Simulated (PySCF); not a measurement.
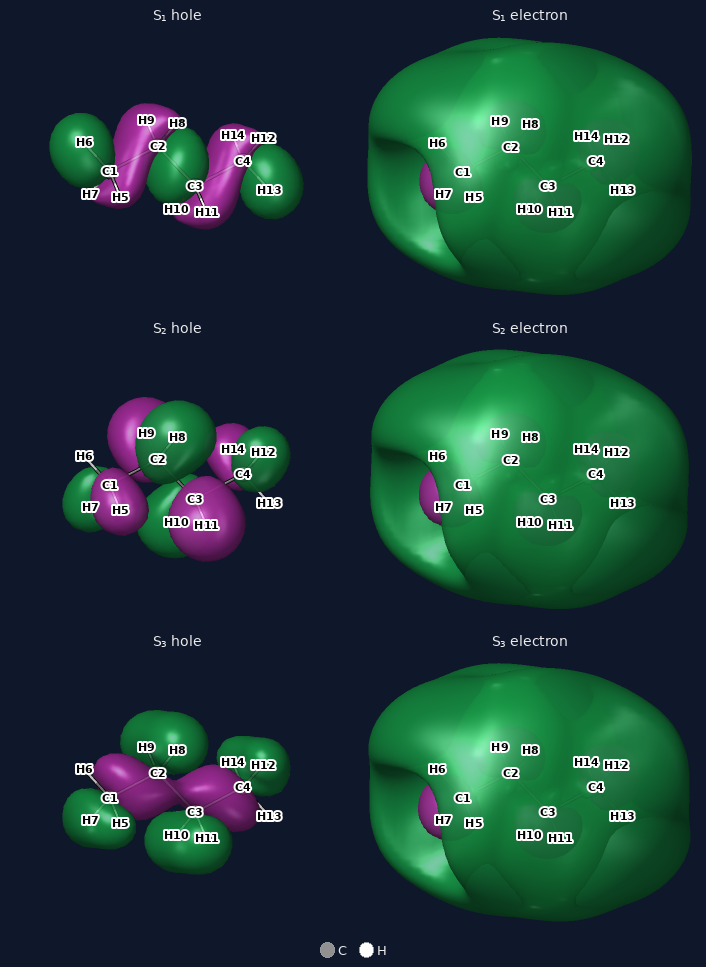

Figure. C4H10, SMILES `CCCC`. Leading natural transition orbitals (TDA singlet states).

Method: B3LYP/def2-SVPD; geometry: GFN2-xTB; program: PySCF. No frequency check shows the geometry to be a minimum.

Input script:

```python
import numpy as np
from pyscf import gto, scf, dft, tdscf
from pyscf.scf import atom_ks, atom_hf
from scipy.linalg import block_diag

def solve(mol, dm0=None, hcore=None):
    mf = (dft.UKS if mol.spin else dft.RKS)(mol, xc='b3lyp')
    mf.grids.level = 3
    mf = mf.density_fit(auxbasis='def2-universal-jkfit')
    mf.conv_tol, mf.max_cycle = 1e-8, 80
    if hcore is not None:
        mf.get_hcore = lambda *args: hcore
    mf.kernel(dm0)
    if not mf.converged:
        mf = mf.newton().run(mf.mo_coeff, mf.mo_occ, max_cycle=30)
    assert mf.converged, 'SCF not converged'
    return mf

mol = gto.M(atom='''
C     -1.93899    -0.12332     0.00009
C     -0.55807     0.52095     0.00008
C      0.55807    -0.52095     0.00008
C      1.93899     0.12332     0.00009
H     -2.06899    -0.74748     0.88181
H     -2.71715     0.63662    -0.00137
H     -2.06899    -0.74748    -0.88165
H     -0.45488     1.15814     0.88161
H     -0.45488     1.15814    -0.88145
H      0.45488    -1.15814    -0.88145
H      0.45488    -1.15814     0.88161
H      2.06899     0.74748     0.88181
H      2.71715    -0.63662    -0.00137
H      2.06899     0.74748    -0.88165
''', basis='def2-svpd', charge=0, spin=0, verbose=4)
mf = solve(mol)
td = mf.TDA()
td.nstates, td.singlet, td.conv_tol = 5, True, 1e-5
td.kernel()
td.analyze()
x, y = np.array([p[0] for p in td.xy]), np.array([p[1] + 0 * p[0] for p in td.xy])
f, mu = td.oscillator_strength(), td.transition_dipole()
nto = [td.get_nto(state=i + 1, verbose=4) for i in range(len(td.e))]
# spherically averaged free atoms, for the promolecule
atm = atom_ks.get_atm_nrks(mol, xc='b3lyp')
pro = block_diag(*[(atm[a[0]][2] * atm[a[0]][3]) @ atm[a[0]][2].T for a in mol._atom])
np.savez('result.npz', e=td.e, f=f, ok=td.converged, w=[n[0] for n in nto], nto=[n[1] for n in nto], x=x, y=y, c=mf.mo_coeff, occ=mf.mo_occ, eps=mf.mo_energy, pro=pro, mu=mu)
```

Launched as:

```sh
OMP_NUM_THREADS=1 python input.py
```

The run took 6.7 min on 1 thread of Arm Neoverse V1, with other jobs on the host, peak memory 0.81 GiB.

Question: Give the energy and character of each state.

Answer: By state:
- S₁: 8.43 eV (147 nm), f = 0.000 (dark), σ → diffuse (Rydberg-like) orbital; the leading pair carries 100 %; hole on C2 and C3 (22 % each), C1 and C4 (14 % each) and H6 and H13 (8 % each), electron on H8, H9, H10 and H11 (9 % each), H5, H7, H12 and H14 (7 % each) and C1, C2, C3 and C4 (6 % each) (atom shares of so diffuse an orbital are rough); their centroids lie 0.0 Å apart; S₂ lies within 0.1 eV of it.
- S₂: 8.51 eV (146 nm), f = 0.000 (dark), diffuse (Rydberg-like) orbital; the leading pair carries 99 %; hole on C2 and C3 (18 % each), H8, H9, H10 and H11 (10 % each) and C1 and C4 (6 % each), electron on H8, H9, H10 and H11 (9 % each), C2 and C3 (7 % each) and H5, H7, H12 and H14 (7 % each) (atom shares of so diffuse an orbital are rough); their centroids lie 0.0 Å apart; S₁ lies within 0.1 eV of it.
- S₃: 8.86 eV (140 nm), f = 0.000 (dark), σ → diffuse (Rydberg-like) orbital; the leading pair carries 98 %; hole on C2 and C3 (19 % each), C1 and C4 (15 % each) and H8, H9, H10 and H11 (5 % each), electron on H8, H9, H10 and H11 (9 % each), H5, H6, H7, H12, H13 and H14 (6 % each) and C1, C2, C3 and C4 (6 % each) (atom shares of so diffuse an orbital are rough); their centroids lie 0.0 Å apart; S₄ lies within 0.1 eV of it.
